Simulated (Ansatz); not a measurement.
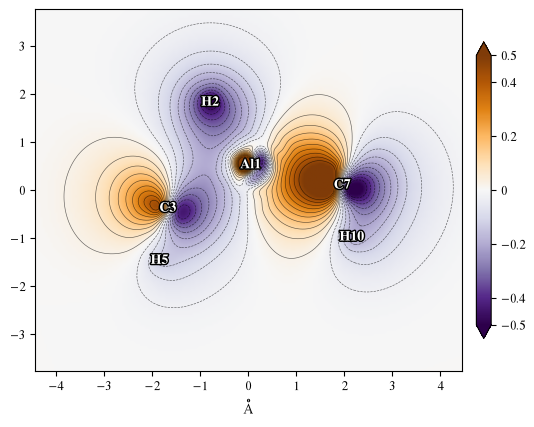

The picture shows: C2H7Al. The HOMO−1 on the plane of atoms H2, Al1 and C3 (values in Å⁻³ᐟ²; the overall sign is arbitrary).

Not at a stationary point (largest force 1.7 eV/Å).

Method: RKS PBE0-D4/def2-SVP in Ansatz 0.2.0.

```xyz
10

Al    0.1053   -0.0402    0.2015
H     0.4529   -0.2423    1.7043
C     2.0351    0.0348   -0.0349
H     2.3641   -0.9204    0.4120
H     2.5837    0.1873   -0.9792
H     2.3537    0.8071    0.6874
C    -1.5309    0.0412   -0.8548
H    -2.0512   -0.9320   -0.8232
H    -2.2402    0.7877   -0.4606
H    -1.3358    0.2769   -1.9127
```

### What is the character of this orbital?

Its weight (Hirshfeld) is mainly on C7 (about 35 %), Al1 (about 20 %), C3 (about 15 %) and H2 (about 15 %). Its energy is −8.10 eV.
